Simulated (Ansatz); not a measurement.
**Run report: Ti$_{3}$F$_{2}$, single-point calculation**

The run: single-point calculation of Ti$_{3}$F$_{2}$, multiplicity 3. Method and program: UKS PBE0-D4/def2-TZVP (Ansatz 0.2.0).

The geometry comes from this level: PBE0-D4/def2-SVP.

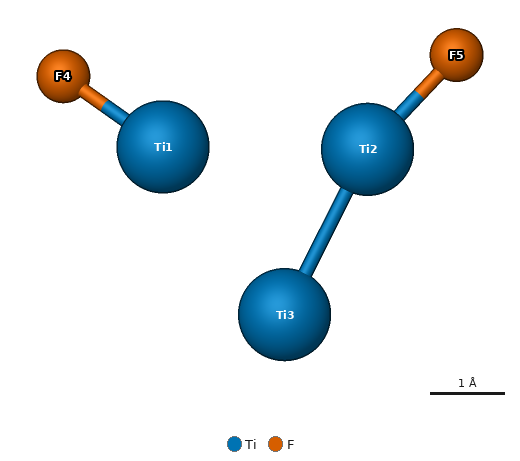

*The structure as given in the input (ball-and-stick view, seen on its broad side; atoms are numbered from 1 in the order of the input). Sticks mark near contacts.*

Bond lengths as drawn: F–Ti 1.79 to 1.80 Å and Ti–Ti 2.52 Å.

### Input file
```yaml
crystal:
  periodic: [false, false, false]
  atoms:
    - {symbol: Ti, position_ang: [-1.273530, -0.084844, 0.892925]}
    - {symbol: Ti, position_ang: [1.127726, 0.540094, -0.566602]}
    - {symbol: Ti, position_ang: [1.494292, -0.874989, 1.491026]}
    - {symbol: F, position_ang: [-2.793326, -0.867283, 0.352127]}
    - {symbol: F, position_ang: [1.444828, 1.287011, -2.169474]}
basis:
  gaussian: {orbitals: def2-TZVP, initial_orbitals: start.molden}
magnetization: {spin_polarized: true, initial_magnetization: 2}
hamiltonian: {xc: pbe0, dispersion: d4}
scf: {omitted_lower_state_checks: [starts]}
output: {orbitals: {seedname: orbitals}}
```

Run on 4 threads of Arm Neoverse V1, 23 GiB of memory available, shared host.

Launched with:
```bash
ansatz run in.yaml --threads 4 --pin off --events-out ev --progress --plain --max-ram 4787MiB
```

### Log
```
Functional definition: PBE0
  name "PBE0"
  cite "Adamo & Barone, J. Chem. Phys. 110, 6158 (1999) doi:10.1063/1.478522"
  cite "Perdew, Burke & Ernzerhof, Phys. Rev. Lett. 77, 3865 (1996) doi:10.1103/PhysRevLett.77.3865"
  parent pbe
  parameter a = 0.25
  parameter kappa = 0.804
  parameter beta = 0.06672455060314922
  exchange = (1 - a)*pbe_x(kappa = kappa, mu = beta*pi^2/3) + a*exact_x
  correlation = pbe_c(beta = beta)
these checks for a lower state are left out or cut short: starts
1710 factors; their error is unknown
mean field evaluation 1: about -74754.1863 eV, gradient 1.3e2 eV
mean field evaluation 2: about -74757.8126 eV, gradient 5.1e0 eV
mean field evaluation 4: about -74758.1458 eV, gradient 1.1e-1 eV
mean field evaluation 8: about -74758.5478 eV, gradient 1.1e-2 eV
mean field evaluation 16: about -74758.5478 eV, gradient 1.9e-5 eV
mean field -74758.54777348 eV, -2747.3259575116 hartree, gradient 7.1e-6 eV, S^2 4.857928; 0 other end points of the search recorded, 0 dependent functions left out
reference -74758.54781984 eV, -2747.3259592156 hartree; 43, 41 occupied and 154, 156 virtual orbitals, 1710 factors
Total energy: -74758.66379188 eV, -2747.3302211093 hartree
Checks for a lower state left out: starts
```

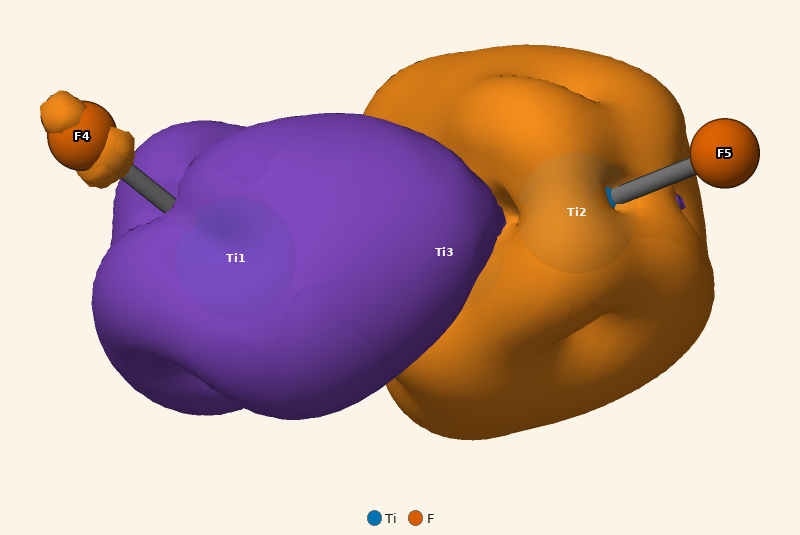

*Isosurfaces of the spin density (α minus β) at +0.04 (orange) and −0.04 e/Å³ (purple), seen from the side.*

The unpaired spin (2 electrons) lies mostly on Ti3 (about 2.4) and Ti2 (about 1.7), in electrons by Hirshfeld's partition, with opposite, polarisation-induced spin on Ti1.

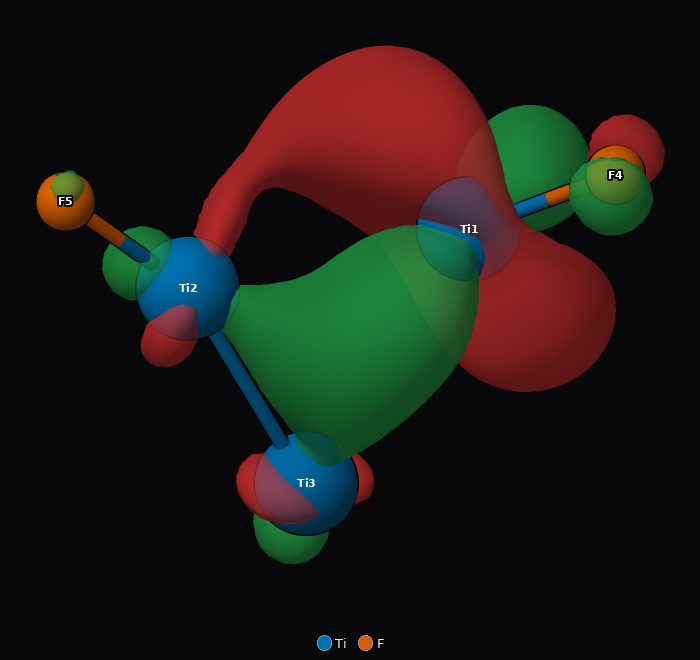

*The HOMO−1 (β) at ±0.1 Å⁻³ᐟ² (green and red are the two phases), seen at an oblique angle.*

It lies mainly on Ti1 (75 %), Ti2 (10 %) and Ti3 (10 %). Its energy is −4.93 eV.

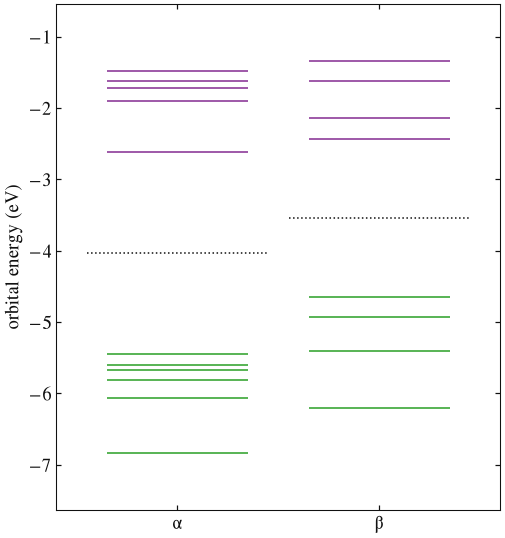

*Orbital energies near the frontier for α and β spins; the dotted line parts filled from empty levels, and levels within 0.02 eV of each other stand side by side.*

α: highest filled −5.45 eV, lowest empty −2.62 eV, 2.83 eV apart; β: highest filled −4.64 eV, lowest empty −2.44 eV, 2.20 eV apart.

### Key numbers

| quantity | value |
| --- | --- |
| outcome | converged |
| total energy | −74758.6638 eV |
| mean-field energy | −74758.5478 eV |
| dispersion energy | −0.1160 eV |
| ⟨S²⟩ | 4.858 |
| SCF solution under orbital rotations | stable |
| HOMO (either spin) | −4.64 eV |
| LUMO (either spin) | −2.62 eV |
| wall time | 45 s (CPU time 2.9 min) |
| peak memory | 1.4 GiB |

⟨S²⟩ is 4.86 against 2.00 for a pure state: the solution is spin-contaminated.
